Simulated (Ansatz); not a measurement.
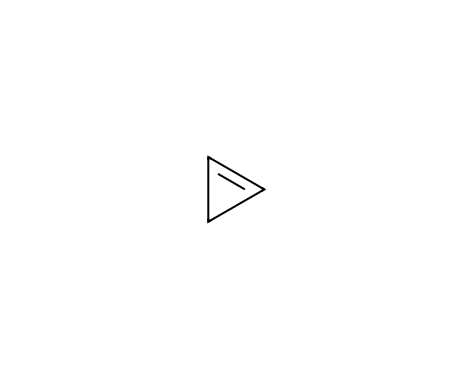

The geometry was computed by an optimisation with PBE0-D4/def2-TZVP. Properties computed with RKS BLYP-D4/def2-TZVPP (Ansatz 0.2.0).

What does the calculation give?

The species is C3H4 (`C1=CC1`).
- HOMO energy (Kohn–Sham orbital): −5.95 eV
- LUMO energy (Kohn–Sham orbital): −0.85 eV
- HOMO–LUMO gap: 5.10 eV
- dispersion correction: −19.3 kJ/mol
